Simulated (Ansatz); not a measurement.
# CCSDT(Q)/STO-3G run of BrF (bromine fluoride)

What is the electronic atomisation energy of BrF (bromine fluoride) at CCSDT(Q)/STO-3G? 

The calculation is run with Ansatz 0.2.0.

50 further runs of the same task are left out: 8 that didn't finish, 42 set aside as unsound or not needed.

## (1) The structure to begin with

BrF has 2 atoms, charge 0, and is taken as a singlet. As SMILES, `FBr`. Geometry: relaxed at GFN2-xTB.

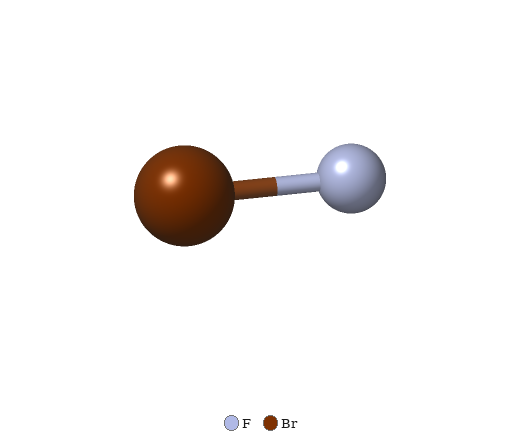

Viewed from a chosen angle; fluorine light blue, bromine brown.

## (2) A single-point energy at CCSDT(Q)/STO-3G

Input file molecule.yaml:

```yaml
crystal:
  periodic: [false, false, false]
  atoms:
    - {symbol: F, position_ang: [0.000000, 0.000000, 0.000000]}
    - {symbol: Br, position_ang: [0.000000, 0.000000, 1.799940]}
basis:
  gaussian: {orbitals: STO-3G}
correlation: {method: ccsdt_q, frozen_orbitals: {Br: 9, F: 1}}
accuracy: high
scf: {omitted_lower_state_checks: [cluster_reference, increment]}
```

Started as:

```console
$ ansatz run molecule.yaml --threads 1 --pin off --max-ram 2610MiB --events-out events.jsonl --progress --plain --runs-dir runs
```

Standard output:

```text
Warning: RAYON_NUM_THREADS=1 ignored (pool sized by the plan → 1); use --threads N
Functional definition: HF
  name "HF"
  exchange = exact_x
  correlation = 0
these checks for a lower state are left out or cut short: cluster_reference, increment
294 factors; integrals over basis functions are off by at most 2.4e-8 eV
mean field evaluation 1: about -71909.2596 eV, gradient 8.8e0 eV
mean field evaluation 2: about -71909.3350 eV, gradient 8.9e0 eV
mean field evaluation 4: about -71909.7745 eV, gradient 2.6e-1 eV
mean field evaluation 8: about -71909.7740 eV, gradient 1.7e-5 eV
mean field -71909.77398749 eV, -2642.6354518449 hartree, gradient 2.3e-8 eV, S^2 0.000000; 0 other end points of the search recorded, 0 dependent functions left out
10 core orbitals not correlated: weight in the atoms' cores, before any rotation towards them, 1.000 or more for the frozen orbitals, at most 0.000 for the correlated occupied ones
reference -71909.77398749 eV, -2642.6354518449 hartree; 12, 12 occupied and 1, 1 virtual orbitals, 294 factors
second order -0.89358448 eV of doubles, -0.00000000 eV of singles
cycle   1  -1.18312380 eV  change   -2.9e-1 eV  update   5.5e-2
cycle   2  -1.37851766 eV  change   -2.0e-1 eV  update   2.4e-2
cycle   3  -1.37862663 eV  change   -1.1e-4 eV  update   2.5e-3
cycle   4  -1.38038173 eV  change   -1.8e-3 eV  update   1.3e-3
cycle   5  -1.37971269 eV  change    6.7e-4 eV  update   6.5e-4
cycle   6  -1.38015678 eV  change   -4.4e-4 eV  update   1.9e-4
cycle   7  -1.38017624 eV  change   -1.9e-5 eV  update   2.9e-5
cycle   8  -1.38014717 eV  change    2.9e-5 eV  update   8.4e-6
cycle   9  -1.38015797 eV  change   -1.1e-5 eV  update   1.6e-6
cycle  10  -1.38015688 eV  change    1.1e-6 eV  update   2.1e-7
cycle  11  -1.38015675 eV  change    1.4e-7 eV  update   5.9e-8
cycle  12  -1.38015686 eV  change   -1.2e-7 eV  update   1.8e-8
cycle  13  -1.38015673 eV  change    1.3e-7 eV  update   2.5e-8
cycle  14  -1.38015667 eV  change    6.0e-8 eV  update   9.5e-9
cycle  15  -1.38015667 eV  change   -2.6e-9 eV  update   1.1e-9
cycle  16  -1.38015667 eV  change  -8.5e-10 eV  update  3.0e-10
perturbative correction 0.00000000 eV, 0.0000000000 hartree
Total energy: -71911.15414417 eV, -2642.6861716672 hartree
Checks for a lower state left out: cluster_reference, increment
```

It took 0.26 s on 1 thread of Arm Neoverse V1, shared host.

## (3) The Br atom at the same level

Input file in.yaml:

```yaml
crystal:
  periodic: [false, false, false]
  atoms:
    - {symbol: Br, position_ang: [0.000000, 0.000000, 0.000000]}
basis:
  gaussian:
    orbitals: STO-3G
total_charge: 0
magnetization:
  spin_polarized: true
  initial_magnetization: 1
correlation:
  method: ccsdt_q
  frozen_orbitals: {Br: 9}
accuracy: high
scf:
  omitted_lower_state_checks: [cluster_reference, increment]
```

Started as:

```console
$ ansatz run in.yaml --threads 1 --pin off --max-ram 2610MiB --events-out events.jsonl --progress --plain --runs-dir runs
```

Standard output:

```text
Warning: RAYON_NUM_THREADS=1 ignored (pool sized by the plan → 1); use --threads N
Functional definition: HF
  name "HF"
  exchange = exact_x
  correlation = 0
these checks for a lower state are left out or cut short: cluster_reference, increment
139 factors; integrals over basis functions are off by at most 4.2e-9 eV
mean field evaluation 1: about -69243.0819 eV, gradient 6.1e-1 eV
mean field evaluation 2: about -69243.0938 eV, gradient 6.1e-1 eV
mean field evaluation 4: about -69243.0943 eV, gradient 2.2e-6 eV
mean field evaluation 8: about -69243.0934 eV, gradient 8.1e-1 eV
mean field evaluation 16: about -69243.0943 eV, gradient 3.2e-4 eV
mean field -69243.09430889 eV, -2544.6367811967 hartree, gradient 3.2e-10 eV, S^2 0.750000; 3 other end points of the search recorded, 0 dependent functions left out
9 core orbitals not correlated: weight in the atoms' cores, before any rotation towards them, 1.000 or more for the frozen orbitals, at most 0.000 for the correlated occupied ones
reference -69243.09430889 eV, -2544.6367811967 hartree; 9, 8 occupied and 0, 1 virtual orbitals, 139 factors
second order 0.00000000 eV of doubles, 0.00000000 eV of singles
cycle   1  0.00000000 eV  change     0.0e0 eV  update    0.0e0
cycle   2  0.00000000 eV  change     0.0e0 eV  update    0.0e0
perturbative correction 0.00000000 eV, 0.0000000000 hartree
Total energy: -69243.09430889 eV, -2544.6367811967 hartree
Checks for a lower state left out: cluster_reference, increment
```

Run time: 0.24 s. Hardware: 1 thread of Arm Neoverse V1, shared host.

## (4) The F atom, same level

Input file input.yaml:

```yaml
crystal:
  periodic: [false, false, false]
  atoms:
    - {symbol: F, position_ang: [0.000000, 0.000000, 0.000000]}
basis:
  gaussian: {orbitals: STO-3G}
magnetization: {spin_polarized: true, initial_magnetization: 1}
correlation: {method: ccsdt_q, frozen_orbitals: {F: 1}}
accuracy: high
scf: {omitted_lower_state_checks: [cluster_reference, increment]}
```

Run the same way, it converges to -97.98651 Eh (log not shown).

## (5) What came out

At CCSDT(Q)/STO-3G, 10 core orbitals frozen:

| quantity | value |
| --- | --- |
| molecule: total energy | -2642.68617 Eh |
| molecule: correlation energy (10 core orbitals frozen) | -50.7 mEh |
| molecule: T1 diagnostic | 0.004 |
| Br atom: total energy | -2544.63678 Eh |
| Br atom: correlation energy (9 core orbitals frozen) | 0.0 mEh |
| Br atom: ⟨S²⟩ of the reference determinant | 0.750 |
| Br atom: T1 diagnostic | 0.000 |
| F atom: total energy | -97.98651 Eh |
| F atom: correlation energy (1 core orbital frozen) | 0.0 mEh |
| F atom: ⟨S²⟩ of the reference determinant | 0.750 |
| F atom: T1 diagnostic | 0.000 |
| electronic atomisation energy | 1.711 eV |

What this shows: Taking the molecule apart into free atoms costs 1.71 eV (39 kcal/mol), before zero-point energy and without spin-orbit coupling. In a minimal basis such a difference can be off by several eV, whatever the method.
